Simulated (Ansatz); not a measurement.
## Run report: C4H7FS, nudged elastic band

System: C4H7FS.
Method: RKS PBE-D4/def2-SVP (Ansatz 0.2.0).

It belongs to a series of runs on one base structure; here: band between the two ends. Figures and captions count atoms from 1; the log counts them from 0 in places.

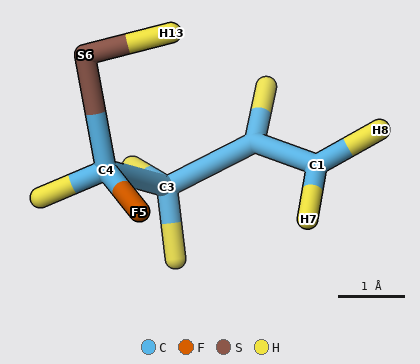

Fig. 1: The structure as given in the input (stick view, seen at an oblique angle; atoms are numbered from 1 in the order of the input). Bond lengths as drawn: C–C 1.35 to 1.53 Å, C–F 1.39 Å, C–H 1.10 to 1.11 Å, C–S 1.83 Å and H–S 1.37 Å.

## Summary

| quantity | value |
| --- | --- |
| outcome | converged |
| barrier, forward | 3.782 eV |
| barrier, backward | 0.763 eV |
| hardware | 2 threads of Arm Neoverse V2, 24 GiB of memory available, shared host |
| wall time | 3.2 min (CPU time 6.2 min) |
| peak memory | 0.17 GiB |

## Remarks

The order of the saddle point was not checked.

## Input file
```yaml
crystal:
  periodic: [false, false, false]
  atoms:
    - { symbol: C, position_ang: [-1.032887, -1.283541, 0.914656] }
    - { symbol: C, position_ang: [0.230846, -0.895877, 0.663045] }
    - { symbol: C, position_ang: [0.692082, -0.308792, -0.650632] }
    - { symbol: C, position_ang: [0.157558, 1.100198, -0.93605] }
    - { symbol: F, position_ang: [-1.210085, 1.022993, -1.174057] }
    - { symbol: S, position_ang: [0.531411, 2.332361, 0.359528] }
    - { symbol: H, position_ang: [-1.822167, -1.197973, 0.150483] }
    - { symbol: H, position_ang: [-1.321232, -1.696428, 1.894141] }
    - { symbol: H, position_ang: [0.987868, -0.984913, 1.462919] }
    - { symbol: H, position_ang: [1.798452, -0.266868, -0.693619] }
    - { symbol: H, position_ang: [0.356698, -0.946346, -1.497815] }
    - { symbol: H, position_ang: [0.641149, 1.511043, -1.849887] }
    - { symbol: H, position_ang: [0.010707, 1.579443, 1.372089] }
basis:
  gaussian: { orbitals: def2-SVP }
hamiltonian:
  xc: pbe
  dispersion: d4
neb:
  order_check: false
  images: 5
  f_tol: 0.05
  max_iterations: 60
  spring: 0.5
  final_atoms:
    - { symbol: C, position_ang: [-1.01706086, -1.74259177, 0.88226516] }
    - { symbol: C, position_ang: [-0.02083504, -0.87634497, 0.62882278] }
    - { symbol: C, position_ang: [0.37456984, -0.39835555, -0.74464161] }
    - { symbol: C, position_ang: [-0.1541664, 0.98141319, -1.09843329] }
    - { symbol: F, position_ang: [-1.52207181, 0.99928356, -1.02243806] }
    - { symbol: S, position_ang: [0.51003048, 2.39966359, -0.25320109] }
    - { symbol: H, position_ang: [-1.58065798, -2.2224822, 0.064642] }
    - { symbol: H, position_ang: [-1.30706761, -2.00469443, 1.91179793] }
    - { symbol: H, position_ang: [0.51345471, -0.40667694, 1.47583517] }
    - { symbol: H, position_ang: [1.48005094, -0.39100878, -0.86475077] }
    - { symbol: H, position_ang: [-0.03004201, -1.08771324, -1.51759561] }
    - { symbol: H, position_ang: [1.80227822, 2.17299979, -0.61763047] }
    - { symbol: H, position_ang: [0.97191753, 2.54180776, 1.17012886] }
  initial_path:
    images:
      - { positions_ang: [[-1.032887, -1.283541, 0.914656], [0.230846, -0.895877, 0.663045], [0.692082, -0.308792, -0.650632], [0.157558, 1.100198, -0.93605], [-1.210085, 1.022993, -1.174057], [0.531411, 2.332361, 0.359528], [-1.822167, -1.197973, 0.150483], [-1.321232, -1.696428, 1.894141], [0.987868, -0.984913, 1.462919], [1.798452, -0.266868, -0.693619], [0.356698, -0.946346, -1.497815], [0.641149, 1.511043, -1.849887], [0.010707, 1.579443, 1.372089]] }
      - { positions_ang: [[-0.99765631, -1.43929248, 0.92384397], [0.1543226, -0.87465823, 0.67248839], [0.58919123, -0.33005869, -0.66664608], [0.16841365, 1.10283996, -0.965774], [-1.2149966, 1.11529598, -1.10567295], [0.66986259, 2.32215253, 0.26269094], [-1.72740569, -1.51235438, 0.14397817], [-1.27531039, -1.79378597, 1.90830357], [0.84857439, -0.79358055, 1.50090951], [1.69667456, -0.36638672, -0.72396585], [0.20311696, -0.96132266, -1.46938175], [0.87271926, 1.73833742, -1.74694633], [0.03289375, 1.75811378, 1.28097341]] }
      - { positions_ang: [[-0.96242563, -1.59504396, 0.93303194], [0.0777992, -0.85343946, 0.68193177], [0.48630046, -0.35132538, -0.68266017], [0.17926929, 1.10548192, -0.99549799], [-1.21990821, 1.20759897, -1.0372889], [0.80831419, 2.31194407, 0.16585389], [-1.63264437, -1.82673576, 0.13747334], [-1.22938878, -1.89114394, 1.92246613], [0.70928078, -0.60224811, 1.53890002], [1.59489712, -0.46590544, -0.75431269], [0.04953593, -0.97629932, -1.4409485], [1.10428952, 1.96563184, -1.64400566], [0.0550805, 1.93678457, 1.18985782]] }
      - { positions_ang: [[-0.92719494, -1.75079544, 0.94221991], [0.0012758, -0.83222069, 0.69137516], [0.38340969, -0.37259207, -0.69867425], [0.19012494, 1.10812389, -1.02522199], [-1.22481981, 1.29990195, -0.96890485], [0.94676578, 2.3017356, 0.06901683], [-1.53788306, -2.14111715, 0.13096851], [-1.18346717, -1.98850191, 1.9366287], [0.56998717, -0.41091566, 1.57689053], [1.49311968, -0.56542416, -0.78465954], [-0.10404511, -0.99127598, -1.41251525], [1.33585978, 2.19292626, -1.54106498], [0.07726725, 2.11545535, 1.09874223]] }
      - { positions_ang: [[-0.95715025, -1.74806088, 0.92223499], [-0.00609448, -0.84692878, 0.67052437], [0.38046307, -0.3811799, -0.7139967], [0.07536116, 1.06588699, -1.04962576], [-1.32390381, 1.19969582, -0.98674925], [0.80118734, 2.33437827, -0.03838914], [-1.55214137, -2.16823883, 0.10885968], [-1.22466732, -1.99389942, 1.92835178], [0.55114302, -0.40950276, 1.54320541], [1.48876343, -0.5072857, -0.81135662], [-0.07937741, -1.02342173, -1.44754204], [1.49133259, 2.1862841, -1.23325348], [0.37548401, 2.25757282, 1.12253777]] }
      - { positions_ang: [[-0.98710555, -1.74532633, 0.90225008], [-0.01346476, -0.86163688, 0.64967357], [0.37751646, -0.38976772, -0.72931915], [-0.03940262, 1.02365009, -1.07402952], [-1.42298781, 1.09948969, -1.00459365], [0.65560891, 2.36702093, -0.14579512], [-1.56639967, -2.19536052, 0.08675084], [-1.26586746, -1.99929692, 1.92007486], [0.53229887, -0.40808985, 1.50952029], [1.48440718, -0.44914724, -0.8380537], [-0.05470971, -1.05556749, -1.48256883], [1.64680541, 2.17964194, -0.92544198], [0.67370077, 2.39969029, 1.14633332]] }
      - { positions_ang: [[-1.01706086, -1.74259177, 0.88226516], [-0.02083504, -0.87634497, 0.62882278], [0.37456984, -0.39835555, -0.74464161], [-0.1541664, 0.98141319, -1.09843329], [-1.52207181, 0.99928356, -1.02243806], [0.51003048, 2.39966359, -0.25320109], [-1.58065798, -2.2224822, 0.064642], [-1.30706761, -2.00469443, 1.91179793], [0.51345471, -0.40667694, 1.47583517], [1.48005094, -0.39100878, -0.86475077], [-0.03004201, -1.08771324, -1.51759561], [1.80227822, 2.17299979, -0.61763047], [0.97191753, 2.54180776, 1.17012886]] }
```

Launched with:
```bash
ansatz run input.yaml --threads 2 --pin off --max-ram 3072MiB --backend cpu --events-out ev --progress --plain --runs-dir out
```

## What the program printed
```
Engine: ansatz 0.2.0, aarch64-unknown-linux-gnu
Functional definition: PBE
  parameter kappa = 0.804
  parameter beta = 0.06672455060314922
  exchange = pbe_x(kappa = kappa, mu = beta*pi^2/3)
  correlation = pbe_c(beta = beta)
1391 factors; their error is unknown
mean field evaluation 1: about -17783.4028 eV, gradient 5.7e1 eV
mean field evaluation 2: about -17771.5441 eV, gradient 8.6e1 eV
mean field evaluation 4: about -17791.9436 eV, gradient 6.2e0 eV
mean field evaluation 8: about -17792.0419 eV, gradient 2.4e-1 eV
mean field evaluation 16: about -17791.9590 eV, gradient 6.7e-4 eV
mean field -17791.95902051 eV, -653.8424341806 hartree, gradient 2.9e-5 eV, S^2 0.000000; 0 other end points of the search recorded, 0 dependent functions left out
the calculation of the forces begins
reference -17791.95905220 eV, -653.8424353455 hartree; 28, 28 occupied and 95, 95 virtual orbitals, 1391 factors
1391 factors; their error is unknown
mean field evaluation 32: about -17788.9487 eV, gradient 3.0e-1 eV
mean field -17788.94888634 eV, -653.7318137902 hartree, gradient 1.6e-5 eV, S^2 0.000000; 0 other end points of the search recorded, 0 dependent functions left out
[... from here on the field's lines of each further geometry are left out, up to the last ...]
NEB iter   1: max|band force component| = 5.994e0 eV/Å  barrier→ = 4.9550 eV  barrier← = 1.9361 eV  Δτ_max = 0.2000 Å  (219 SCF iters)
NEB iter   2: max|band force component| = 2.841e0 eV/Å  barrier→ = 3.9720 eV  barrier← = 0.9531 eV  Δτ_max = 0.2000 Å  (183 SCF iters)
NEB iter   3: max|band force component| = 3.077e0 eV/Å  barrier→ = 3.5347 eV  barrier← = 0.5158 eV  Δτ_max = 0.1013 Å  (177 SCF iters)
NEB iter   4: max|band force component| = 1.580e0 eV/Å  barrier→ = 3.4243 eV  barrier← = 0.4054 eV  Δτ_max = 0.1973 Å  (155 SCF iters)
NEB iter   5: max|band force component| = 2.192e0 eV/Å  barrier→ = 3.3634 eV  barrier← = 0.3445 eV  Δτ_max = 0.0557 Å  (159 SCF iters)
NEB iter   6: max|band force component| = 9.839e-1 eV/Å  barrier→ = 3.3281 eV  barrier← = 0.3092 eV  Δτ_max = 0.0679 Å  (160 SCF iters)
NEB iter   7: max|band force component| = 1.012e0 eV/Å  barrier→ = 3.3247 eV  barrier← = 0.3059 eV  CI = image 5  Δτ_max = 0.1005 Å  (162 SCF iters)
NEB iter   8: max|band force component| = 1.203e0 eV/Å  barrier→ = 3.5046 eV  barrier← = 0.4857 eV  CI = image 5  Δτ_max = 0.1987 Å  (158 SCF iters)
NEB iter   9: max|band force component| = 9.557e-1 eV/Å  barrier→ = 3.7972 eV  barrier← = 0.7783 eV  CI = image 5  Δτ_max = 0.1979 Å  (167 SCF iters)
NEB iter  10: max|band force component| = 7.270e-1 eV/Å  barrier→ = 3.8337 eV  barrier← = 0.8148 eV  CI = image 5  Δτ_max = 0.1954 Å  (165 SCF iters)
NEB iter  11: max|band force component| = 3.847e-1 eV/Å  barrier→ = 3.8063 eV  barrier← = 0.7874 eV  CI = image 5  Δτ_max = 0.0453 Å  (160 SCF iters)
NEB iter  12: max|band force component| = 2.033e-1 eV/Å  barrier→ = 3.7955 eV  barrier← = 0.7766 eV  CI = image 5  Δτ_max = 0.0471 Å  (156 SCF iters)
NEB iter  13: max|band force component| = 1.538e-1 eV/Å  barrier→ = 3.7898 eV  barrier← = 0.7710 eV  CI = image 5  Δτ_max = 0.0310 Å  (147 SCF iters)
NEB iter  14: max|band force component| = 1.662e-1 eV/Å  barrier→ = 3.7866 eV  barrier← = 0.7677 eV  CI = image 5  Δτ_max = 0.0156 Å  (145 SCF iters)
NEB iter  15: max|band force component| = 1.343e-1 eV/Å  barrier→ = 3.7845 eV  barrier← = 0.7657 eV  CI = image 5  Δτ_max = 0.0312 Å  (142 SCF iters)
NEB iter  16: max|band force component| = 6.160e-2 eV/Å  barrier→ = 3.7824 eV  barrier← = 0.7636 eV  CI = image 5  Δτ_max = 0.0248 Å  (142 SCF iters)
the calculation of the forces begins
reference -17789.88247557 eV, -653.7661225617 hartree; 28, 28 occupied and 95, 95 virtual orbitals, 1391 factors
1391 factors; their error is unknown
mean field evaluation 800: about -17788.2623 eV, gradient 6.1e-1 eV
mean field -17788.18247428 eV, -653.7036486667 hartree, gradient 2.7e-5 eV, S^2 0.000000; 1 other end points of the search recorded, 0 dependent functions left out
the calculation of the forces begins
reference -17788.18250797 eV, -653.7036499049 hartree; 28, 28 occupied and 95, 95 virtual orbitals, 1391 factors
NEB iter  17: max|band force component| = 3.378e-2 eV/Å  barrier→ = 3.7819 eV  barrier← = 0.7630 eV  CI = image 5  Δτ_max = 0.0000 Å  (304 SCF iters)
```

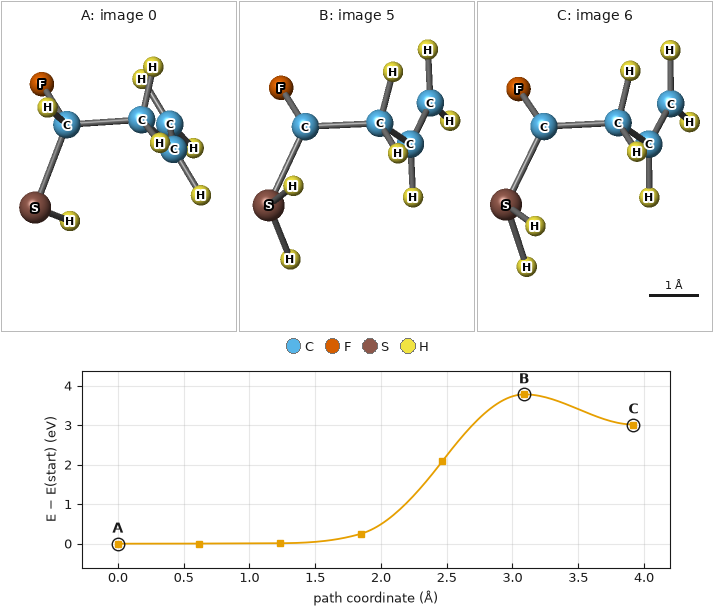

Fig. 2: Images of the last band (counted from 0; ball-and-stick, seen at an oblique angle) above the energy along the path; the line is a cubic interpolation that uses the forces. The highest image is number 5, 3.782 eV above the start and 0.763 eV above the end (the climbing image); the end lies 3.019 eV above the start. The path is 3.92 Å long. The band converged in 17 iterations.

```
Total energy: -17788.47815860 eV, -653.7145148649 hartree
Atom 0 at    -1.017871    -1.691953     0.870075 Å, force     0.018090    -0.014914     0.004254 eV/Å
Atom 1 at     0.016209    -0.859377     0.659504 Å, force    -0.002887     0.007952    -0.012460 eV/Å
Atom 2 at     0.446098    -0.356797    -0.695877 Å, force     0.005466     0.004091     0.009425 eV/Å
Atom 3 at    -0.096575     1.030103    -1.018580 Å, force     0.029813    -0.008693     0.001699 eV/Å
Atom 4 at    -1.463536     1.023908    -0.980580 Å, force    -0.000204     0.014344    -0.001107 eV/Å
Atom 5 at     0.613821     2.417214    -0.157716 Å, force    -0.028779     0.010600     0.015159 eV/Å
Atom 6 at    -1.591731    -2.114638     0.028163 Å, force    -0.001895    -0.003254     0.002458 eV/Å
Atom 7 at    -1.325504    -1.987546     1.885470 Å, force    -0.007982     0.005428    -0.000690 eV/Å
Atom 8 at     0.559427    -0.445158     1.528937 Å, force    -0.002622    -0.000445     0.002348 eV/Å
Atom 9 at     1.553513    -0.336582    -0.778748 Å, force    -0.002768    -0.008188    -0.001547 eV/Å
Atom 10 at     0.077750    -1.041869    -1.490075 Å, force    -0.009624     0.007172    -0.001327 eV/Å
Atom 11 at     1.465419     1.914083    -1.185289 Å, force     0.003472    -0.012766    -0.021128 eV/Å
Atom 12 at     0.783381     2.413912     1.349517 Å, force    -0.000080    -0.001328     0.002914 eV/Å
Dipole moment:     0.380593     0.005893     0.133294 e Å
this run last wrote the band of iteration 17 to [file]
```

## The last band as extended XYZ (Å, eV, eV/Å)
```
13
Properties=species:S:1:pos:R:3:forces:R:3 image=0 energy=-17792.26001
C    -1.0329   -1.2835    0.9147    0.0068  -0.0015  -0.0017
C     0.2308   -0.8959    0.6630    0.0097  -0.0160   0.0123
C     0.6921   -0.3088   -0.6506    0.0062   0.0020   0.0006
C     0.1576    1.1002   -0.9361    0.0007   0.0063  -0.0025
F    -1.2101    1.0230   -1.1741   -0.0007   0.0008  -0.0039
S     0.5314    2.3324    0.3595   -0.0034  -0.0049   0.0063
H    -1.8222   -1.1980    0.1505    0.0038  -0.0095  -0.0019
H    -1.3212   -1.6964    1.8941   -0.0022   0.0172   0.0079
H     0.9879   -0.9849    1.4629   -0.0153  -0.0089  -0.0195
H     1.7985   -0.2669   -0.6936   -0.0072   0.0028   0.0023
H     0.3567   -0.9463   -1.4978    0.0001   0.0035   0.0070
H     0.6411    1.5110   -1.8499   -0.0007   0.0035  -0.0036
H     0.0107    1.5794    1.3721    0.0021   0.0046  -0.0034
13
Properties=species:S:1:pos:R:3:forces:R:3 image=1 energy=-17792.25667
C    -1.0229   -1.4211    0.8870    0.0002   0.0021   0.0003
C     0.1743   -0.8441    0.6838    0.0013  -0.0010  -0.0001
C     0.6366   -0.3050   -0.6453    0.0013   0.0002  -0.0006
C     0.1873    1.1353   -0.9287   -0.0008  -0.0012   0.0004
F    -1.1874    1.1463   -1.1104   -0.0005  -0.0024  -0.0009
S     0.6942    2.3614    0.3308   -0.0029  -0.0006   0.0009
H    -1.7393   -1.5618    0.0609   -0.0021   0.0059   0.0011
H    -1.3299   -1.7759    1.8834    0.0000   0.0023   0.0004
H     0.8619   -0.7160    1.5386    0.0032  -0.0035  -0.0008
H     1.7425   -0.3350   -0.7189    0.0012   0.0007  -0.0002
H     0.2310   -0.9252   -1.4733    0.0017  -0.0006  -0.0004
H     0.6643    1.5029   -1.8647    0.0003   0.0006  -0.0003
H     0.1078    1.7035    1.3716   -0.0028  -0.0025   0.0001
13
Properties=species:S:1:pos:R:3:forces:R:3 image=2 energy=-17792.24844
C    -1.0001   -1.5669    0.8730    0.0009   0.0043   0.0009
C     0.0873   -0.7957    0.7034    0.0021   0.0019   0.0011
C     0.5730   -0.2893   -0.6265    0.0018   0.0007  -0.0012
C     0.2080    1.1704   -0.9307    0.0011   0.0008  -0.0010
F    -1.1657    1.2685   -1.0697    0.0010   0.0019   0.0031
S     0.8431    2.4045    0.2650    0.0032  -0.0052   0.0046
H    -1.6084   -1.8982    0.0147   -0.0008   0.0075   0.0005
H    -1.3206   -1.9008    1.8722    0.0007   0.0037   0.0004
H     0.6709   -0.4878    1.5898    0.0046  -0.0008   0.0007
H     1.6775   -0.3774   -0.6962    0.0024   0.0002   0.0005
H     0.1371   -0.8994   -1.4465    0.0020   0.0001   0.0007
H     0.6806    1.4810   -1.8896   -0.0046  -0.0021  -0.0062
H     0.2376    1.8564    1.3559   -0.0144  -0.0130  -0.0040
13
Properties=species:S:1:pos:R:3:forces:R:3 image=3 energy=-17792.00911
C    -1.0028   -1.6802    0.8626    0.0265   0.0154   0.0085
C     0.0264   -0.8323    0.6934    0.0142   0.0531   0.0514
C     0.5250   -0.3071   -0.6205    0.0896   0.0646   0.0902
C     0.1678    1.1586   -0.9033    0.2012   0.1369   0.0826
F    -1.1963    1.2147   -1.1266    0.2182   0.2179  -0.1033
S     0.7709    2.5451    0.1354    0.2191   0.0440   0.2133
H    -1.5703   -2.0930    0.0110    0.0392   0.0426  -0.0206
H    -1.3191   -1.9973    1.8691    0.0103  -0.0055  -0.0158
H     0.5574   -0.4500    1.5825   -0.0054   0.0026   0.0926
H     1.6275   -0.3915   -0.7002    0.0887  -0.0647   0.1166
H     0.0945   -0.9058   -1.4570    0.0236   0.1749   0.0597
H     0.7852    1.5156   -1.7607   -0.6285  -0.3372  -0.6384
H     0.5542    2.1884    1.4291   -0.2969  -0.3448   0.0632
13
Properties=species:S:1:pos:R:3:forces:R:3 image=4 energy=-17790.16705
C    -1.0084   -1.6933    0.8721    0.0332  -0.0116  -0.0085
C     0.0211   -0.8551    0.6665   -0.0005   0.0362   0.0503
C     0.4787   -0.3468   -0.6715    0.2570   0.0674   0.1649
C     0.0710    1.0977   -0.9438    1.2744   0.5121   0.5511
F    -1.3240    1.0950   -1.0762    1.0544   0.5448  -0.7375
S     0.6566    2.5238    0.0198    0.3560   0.7692   1.3222
H    -1.5861   -2.1158    0.0328    0.0083   0.0140  -0.0098
H    -1.3127   -1.9909    1.8882    0.0104  -0.0020  -0.0179
H     0.5653   -0.4442    1.5355   -0.0027  -0.0094   0.0639
H     1.5801   -0.3631   -0.7651    0.2065  -0.2308   0.1378
H     0.0762   -0.9986   -1.4846    0.0005   0.3223   0.0438
H     1.0960    1.6862   -1.4465   -2.6439  -1.6794  -1.8677
H     0.7066    2.3702    1.3875   -0.5536  -0.3328   0.3074
13
Properties=species:S:1:pos:R:3:forces:R:3 image=5 energy=-17788.47813
C    -1.0179   -1.6920    0.8701    0.0181  -0.0149   0.0043
C     0.0162   -0.8594    0.6595   -0.0029   0.0080  -0.0125
C     0.4461   -0.3568   -0.6959    0.0055   0.0041   0.0094
C    -0.0966    1.0301   -1.0186    0.0298  -0.0087   0.0017
F    -1.4635    1.0239   -0.9806   -0.0002   0.0143  -0.0011
S     0.6138    2.4172   -0.1577   -0.0288   0.0106   0.0152
H    -1.5917   -2.1146    0.0282   -0.0019  -0.0033   0.0025
H    -1.3255   -1.9875    1.8855   -0.0080   0.0054  -0.0007
H     0.5594   -0.4452    1.5289   -0.0026  -0.0004   0.0023
H     1.5535   -0.3366   -0.7787   -0.0028  -0.0082  -0.0015
H     0.0777   -1.0419   -1.4901   -0.0096   0.0072  -0.0013
H     1.4654    1.9141   -1.1853    0.0035  -0.0128  -0.0211
H     0.7834    2.4139    1.3495   -0.0001  -0.0013   0.0029
13
Properties=species:S:1:pos:R:3:forces:R:3 image=6 energy=-17789.24113
C    -1.0171   -1.7426    0.8823    0.0014   0.0031   0.0016
C    -0.0208   -0.8763    0.6288   -0.0012   0.0001  -0.0017
C     0.3746   -0.3984   -0.7446   -0.0020   0.0020  -0.0017
C    -0.1542    0.9814   -1.0984    0.0075  -0.0087   0.0030
F    -1.5221    0.9993   -1.0224   -0.0099   0.0009  -0.0006
S     0.5100    2.3997   -0.2532    0.0065   0.0080  -0.0013
H    -1.5807   -2.2225    0.0646   -0.0016  -0.0011  -0.0014
H    -1.3071   -2.0047    1.9118    0.0010  -0.0026   0.0010
H     0.5135   -0.4067    1.4758   -0.0008   0.0015   0.0007
H     1.4801   -0.3910   -0.8648    0.0003  -0.0003  -0.0007
H    -0.0300   -1.0877   -1.5176    0.0015  -0.0015  -0.0007
H     1.8023    2.1730   -0.6176   -0.0004  -0.0001  -0.0021
H     0.9719    2.5418    1.1701   -0.0023  -0.0012   0.0039
```
